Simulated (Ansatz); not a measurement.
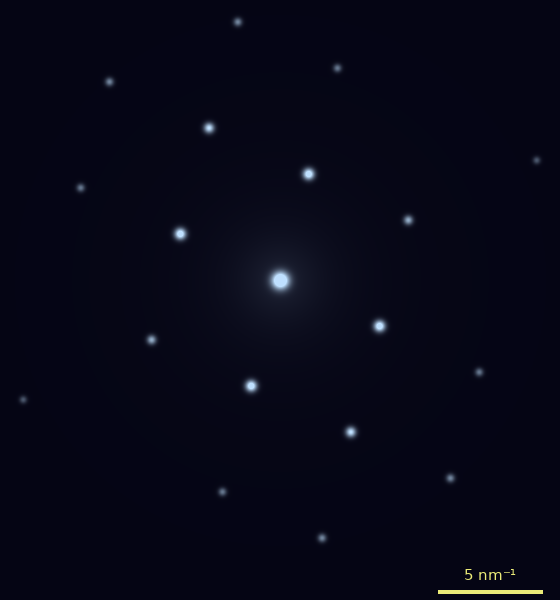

The pattern is a kinematic simulation for 120 kV electrons (no multiple scattering; isotropic B = 0.8 Å²).

Phase: Co, space group P6_3/mmc (No. 194), a = 2.473 Å, c = 4.014 Å (hexagonal axes). Structure: the input geometry of an electronic-structure calculation (not necessarily at equilibrium).

```csv
atom,site,symmetry,x,y,z
Co,2d,-6m2,0.3333,0.6667,0.7500
```

### Which low-index zone axis gives this pattern?

The spots form a centred rectangular net with both shortest vectors at d = 1.89 Å, 80.3° apart. They index as 0 1 -1 and -1 1 1, so the zone axis is [211] (or an equivalent direction of <211>).

### Which reflections of this zone are missing, and why?

A glide plane extinguishes reflections such as 1 1 -3, 2 -1 -3. In a thicker crystal double diffraction can put intensity into those places emptied by glide planes or screw axes that lie on the net of the visible spots, but never into those emptied by centring.

### List the strongest reflections.

Strongest reflections with d > 0.80 Å, one of each family (|F|² from tabulated Gaussian fits of the electron scattering factors, times a small damping for the curvature of the Ewald sphere):

```tsv
hkl	d (Å)	I (strongest = 100)
1 -1 -1	1.889	100
1 -2 0	1.236	49
1 0 -2	1.464	19
2 -2 -2	0.945	5
```
